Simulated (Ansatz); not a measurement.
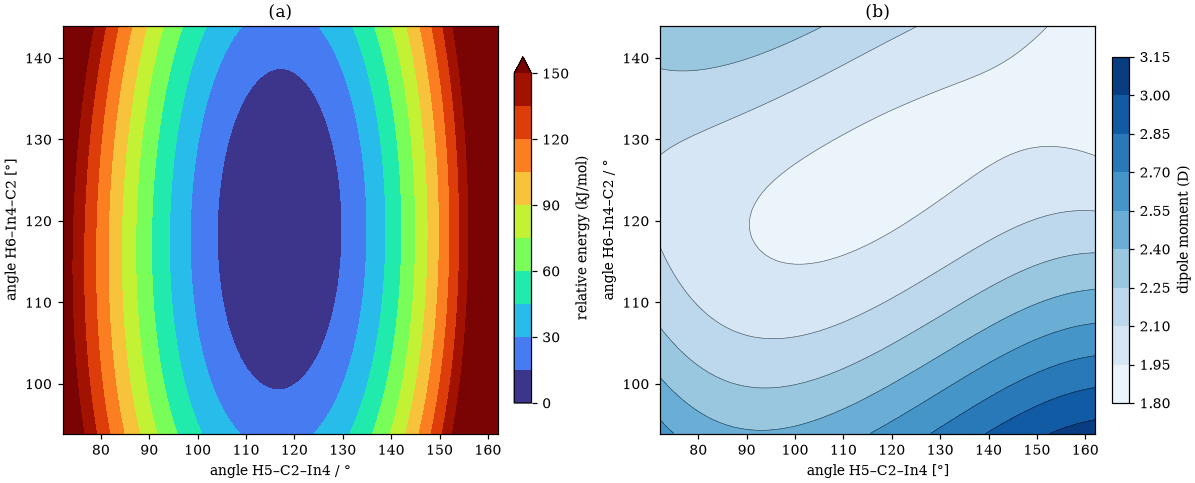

CH₃F₂In, SMILES F[CH](F)[InH2]. The first coordinate is: angle H5–C2–In4; the second: angle H6–In4–C2. Nothing is relaxed (all other coordinates rigid). The scan uses a 7 × 7 grid. Points are written as (first, second). Energies are in kJ/mol, from the relaxed molecule at the same level. Method: RKS PBE0-D4/def2-TZVP in Ansatz 0.2.0.

Panel (a) is the energy; panel (b) is the computed dipole moment, in D.

The picture shows filled contours, one colour for all values above the top of the scale. Between grid points the surface is interpolated.

Question: How does the dipole moment vary over the map, and what is it at the lowest grid point?

Answer: Leaving out the highest fifth of the energies, it runs from 1.91 D at (117°, 127.2°) to 2.94 D at (147°, 93.9°). At the lowest grid point, (117°, 118.9°), it is 1.94 D.

| angle H6–In4–C2 ↓, angle H5–C2–In4 → | 72 | 87 | 102 | 117 | 132 | 147 | 162 |
| --- | --- | --- | --- | --- | --- | --- | --- |
| 143.9 | 2.36 | 2.37 | 2.28 | 2.16 | 2.06 | 1.98 | 1.87 |
| 135.5 | 2.19 | 2.16 | 2.07 | 1.99 | 1.94 | 1.92 | 1.86 |
| 127.2 | 2.09 | 2.02 | 1.94 | 1.91 | 1.92 | 1.97 | 1.96 |
| 118.9 | 2.09 | 1.97 | 1.92 | 1.94 | 2.02 | 2.12 | 2.16 |
| 110.5 | 2.18 | 2.03 | 2.01 | 2.08 | 2.21 | 2.35 | 2.44 |
| 102.2 | 2.36 | 2.20 | 2.20 | 2.30 | 2.47 | 2.64 | 2.75 |
| 93.9 | 2.60 | 2.42 | 2.44 | 2.57 | 2.75 | 2.94 | 3.06 |
